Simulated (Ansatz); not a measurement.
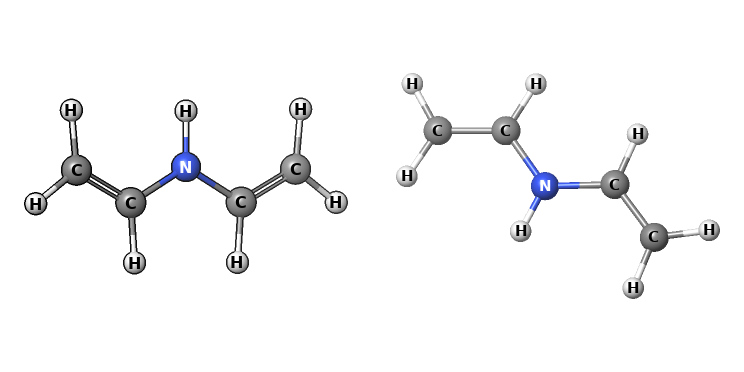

Both panels show the same species.

Computed geometry: PBE0-D4/def2-TZVP optimisation.

Identify the structure.

The molecule is C₄H₇N. As SMILES it reads `C=CNC=C`. It has no ring. Among its groups: alkene. The point group is C2v. All atoms lie on one plane. Coordination: 4 C trigonal planar; 1 N trigonal planar.

More results for the same structure follow; atom numbers are the same in all pictures, views and colours differ.

**Geometry**

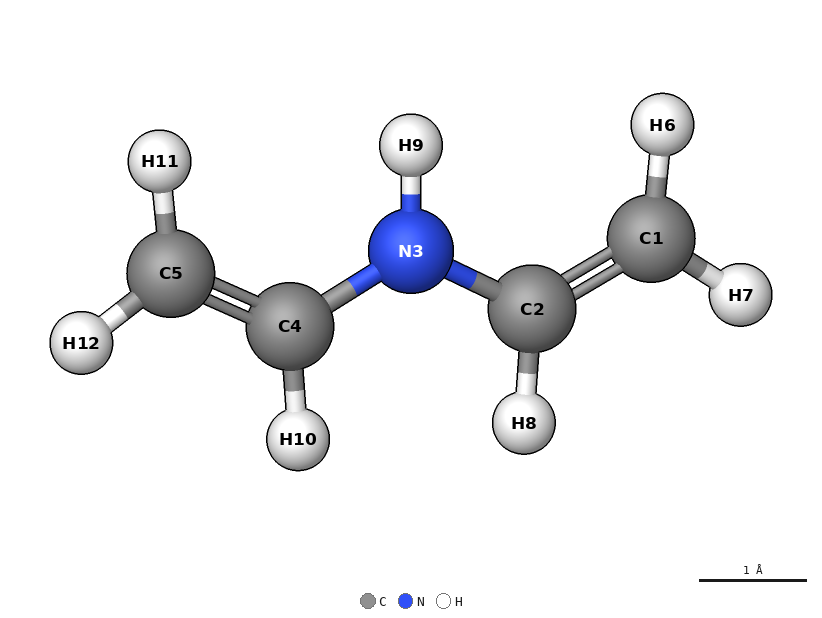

Numbered structure.

What are the angles C2–N3–C4, C2–N3–H9, C1–C2–N3, N3–C2–H8, C1–C2–H8, C2–C1–H6, C2–C1–H7?

```json
{"angle": "C2–N3–C4", "degrees": "124.6"}
{"angle": "C2–N3–H9", "degrees": "117.7"}
{"angle": "C1–C2–N3", "degrees": "126.1"}
{"angle": "N3–C2–H8", "degrees": "113.4"}
{"angle": "C1–C2–H8", "degrees": "120.6"}
{"angle": "C2–C1–H6", "degrees": "122.2"}
{"angle": "C2–C1–H7", "degrees": "120.0"}
```

**Electronic properties**

Properties computed with RKS ωB97M-V/def2-TZVPP (Ansatz 0.2.0).

Estimate the LUMO energy (Kohn–Sham orbital).

Answer. 2.39 eV.

Give the HOMO energy (Kohn–Sham orbital) at this level.

Answer. −7.73 eV.

Estimate the dipole moment.

Answer. 0.10 D.

**Thermal motion**

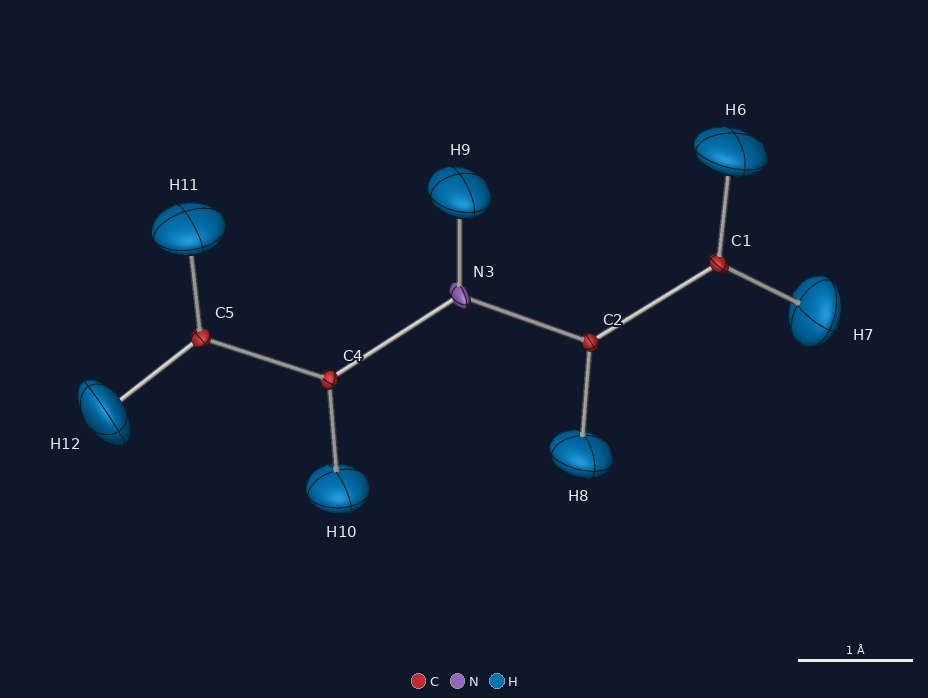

Displacement ellipsoids at the 50 % level, enlarged 1.5 times, from the internal vibrations of the free molecule (harmonic, no overall translation or rotation; no half-axis is drawn under 0.075 Å). Vibrations computed with RKS PBE0-D4/def2-TZVP (Ansatz 0.2.0). Temperature: 0 K (zero-point motion alone).

Which atom moves most?

Answer. H7, H12, with U_eq = 0.0181 Å².

Does H9 move more along its bond or across it?

Answer. Across it: the root-mean-square amplitude is 0.078 Å along the bond and up to 0.179 Å across, since bending and torsion are softer than stretching.

List U_eq and the three principal root-mean-square amplitudes for each kind of atom.

```
   atom  U_eq (Å²)   rms amplitudes (Å)
 C1, C5     0.0019  0.032, 0.041, 0.056
 C2, C4     0.0015  0.031, 0.038, 0.047
     N3     0.0033  0.029, 0.043, 0.086
H6, H11     0.0181  0.077, 0.142, 0.168
H7, H12     0.0181  0.079, 0.136, 0.172
H8, H10     0.0152  0.078, 0.120, 0.158
     H9     0.0172  0.078, 0.115, 0.179
```

**Vibrations**

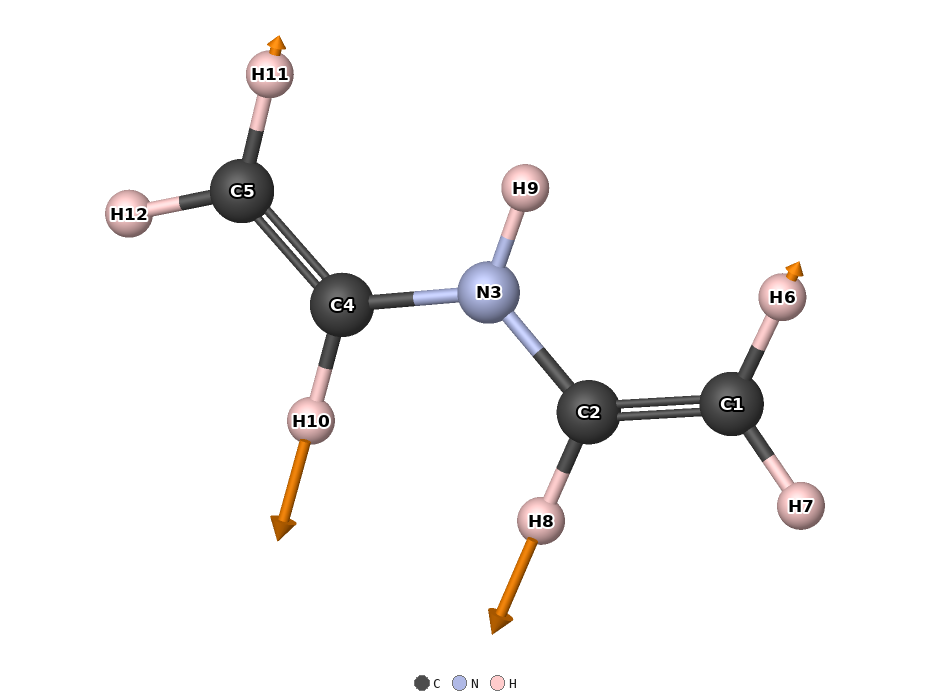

The arrows show one normal mode. Harmonic vibrations computed with RKS PBE0-D4/def2-TZVP (Ansatz 0.2.0) at a stationary point of the same level.

Describe the motion.

Answer. Mostly in-phase stretching of 2 C–H bonds.

Estimate its harmonic wavenumber.

Answer. 3188 cm⁻¹; it is mode 27 of 30 counted from the lowest.
